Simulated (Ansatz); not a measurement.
# UCAM-B3LYP/STO-3G run of BNH3 (SMILES B[NH])

What is the electronic atomisation energy of BNH3 at UCAM-B3LYP/STO-3G? 

The results are computed with Ansatz 0.2.0.

53 further runs of the same task are left out: 53 set aside as unsound or not needed.

### 1 The system as given

BNH3 has 5 atoms, charge 0, and is taken as a doublet. As SMILES, `B[NH]`. Geometry: relaxed at PBE0-D4/def2-TZVP.

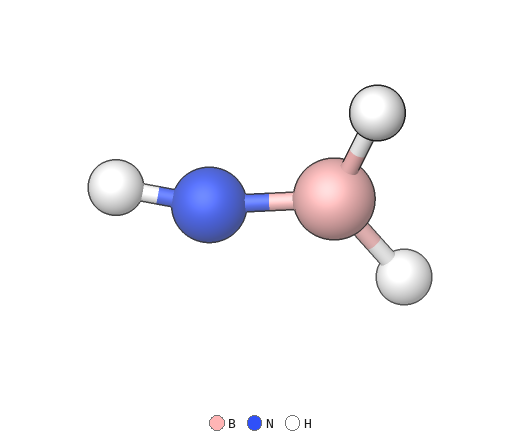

Viewed from a chosen angle; boron pink, nitrogen blue, hydrogen white.

### 2 A single-point energy at UCAM-B3LYP/STO-3G

The input, job.yaml:

```yaml
crystal:
  periodic: [false, false, false]
  atoms:
    - {symbol: B, position_ang: [-0.310800, -0.370100, -0.091600]}
    - {symbol: "N", position_ang: [0.531200, 0.655200, -0.019800]}
    - {symbol: H, position_ang: [-0.414800, -1.107400, 0.862500]}
    - {symbol: H, position_ang: [-0.964100, -0.573100, -1.081900]}
    - {symbol: H, position_ang: [1.208400, 1.321700, 0.289300]}
basis:
  gaussian:
    orbitals: STO-3G
magnetization:
  spin_polarized: true
  initial_magnetization: 1
hamiltonian:
  xc: {name: CAM-B3LYP}
accuracy: high
```

The run is started by

```
ansatz run job.yaml --threads 1 --pin off --max-ram 2610MiB --events-out events.jsonl --progress --plain --runs-dir runs
```

What it wrote:

```text
Warning: RAYON_NUM_THREADS=1 ignored (pool sized by the plan → 1); use --threads N
Functional definition: CAM-B3LYP
  name "CAM-B3LYP"
  parameter alpha = 0.19
  parameter beta = 0.46
  parameter omega = 0.33/bohr
  parameter ac = 0.81
  exchange = (1 - alpha - beta)*b88_x + beta*b88_x_sr(omega) + alpha*exact_x + beta*exact_x_lr(omega)
  correlation = (1 - ac)*vwn5_c + ac*lyp_c
207 factors; integrals over basis functions are off by at most 9.2e-9 eV
132 factors; integrals over basis functions are off by at most 9.2e-10 eV
mean field evaluation 1: about -2183.1055 eV, gradient 8.7e0 eV
mean field evaluation 2: about -2183.2960 eV, gradient 8.8e0 eV
mean field evaluation 4: about -2183.7380 eV, gradient 2.4e-1 eV
mean field evaluation 8: about -2183.6925 eV, gradient 1.2e-2 eV
mean field evaluation 16: about -2183.6925 eV, gradient 4.0e-6 eV
mean field -2183.69248389 eV, -80.2492186229 hartree, gradient 9.1e-8 eV, S^2 0.758699; 0 other end points of the search recorded, 0 dependent functions left out
reference -2183.69249601 eV, -80.2492190683 hartree; 8, 7 occupied and 5, 6 virtual orbitals, 207 factors
Total energy: -2183.69249601 eV, -80.2492190683 hartree
```

Run time: 1.4 s. Hardware: 1 thread of Arm Neoverse V1, shared host; peak memory 0.11 GiB.

### 3 The B atom, same level

The input, job.yaml:

```yaml
crystal:
  periodic: [false, false, false]
  atoms:
    - symbol: B
      position_ang: [0.000000, 0.000000, 0.000000]
basis:
  gaussian:
    orbitals: STO-3G
magnetization:
  spin_polarized: true
  initial_magnetization: 1
accuracy: high
hamiltonian:
  xc: {name: CAM-B3LYP}
```

Run the same way, it converges to -24.25659 Eh (log not shown).

### 4 The H atom

The input, input.yaml:

```yaml
crystal:
  periodic: [false, false, false]
  atoms:
    - {symbol: H, position_ang: [0.000000, 0.000000, 0.000000]}
basis:
  gaussian: {orbitals: STO-3G}
magnetization: {spin_polarized: true, initial_magnetization: 1}
hamiltonian: {xc: {name: CAM-B3LYP}}
accuracy: high
```

Run the same way, it converges to -0.46260 Eh (log not shown).

### 5 The N atom, same level

The input, job.yaml:

```yaml
crystal:
  periodic: [false, false, false]
  atoms:
    - {symbol: N, position_ang: [0.000000, 0.000000, 0.000000]}
basis:
  gaussian:
    orbitals: STO-3G
magnetization:
  spin_polarized: true
  initial_magnetization: 3
accuracy: high
hamiltonian:
  xc: {name: CAM-B3LYP}
```

Run the same way, it converges to -53.86224 Eh (log not shown).

### 6 Results

Level: UCAM-B3LYP/STO-3G.

| quantity | value |
| --- | --- |
| molecule: total energy | -80.24922 Eh |
| molecule: ⟨S²⟩ | 0.759 |
| B atom: total energy | -24.25659 Eh |
| B atom: ⟨S²⟩ | 0.750 |
| H atom: total energy | -0.46260 Eh |
| H atom: ⟨S²⟩ | 0.750 |
| N atom: total energy | -53.86224 Eh |
| N atom: ⟨S²⟩ | 3.750 |
| electronic atomisation energy | 20.207 eV |

What this shows: Taking the molecule apart into free atoms costs 20.21 eV (466 kcal/mol), before zero-point energy and without spin-orbit coupling. In a minimal basis such a difference can be off by several eV, whatever the method.
